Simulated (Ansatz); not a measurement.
These are PBE (plane waves to 420 eV, PAW; Ansatz, a program for electronic structure) values and carry that method's errors.

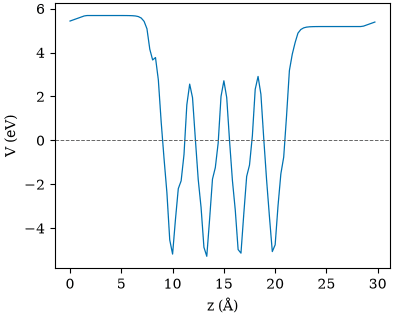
Fig. 1. Planar average of the electrostatic potential across the slab, in eV from the Fermi level, for the (111)B surface of zinc-blende AlAs, from a spin-polarised start, As-terminated, 2x2 with 1 H on 4 top atoms (bottom of the slab: 3 H on 4 bottom sites)

Model: 36-atom slab, 13.9 Å thick at the start with caps and adatoms (thin: gaps and levels are the slab's own), 3x3x1 mesh, Fermi-Dirac 0.025 eV, dipole correction, 8 atoms held, the rest relaxed; start symmetry kept, larger cells not searched; spin-polarised from one start with parallel moments (other orders not tried), ending with about 2.0 μB a cell, a value that depends on the mesh; orders that need a larger cell were not tried, no spin-orbit, no U. The slab shows no gap on its mesh. It is one candidate, not shown to be the stable structure of the face.

The vacuum level lies 5.18 eV above the Fermi level over the top face and 5.69 eV above it under the bottom face.
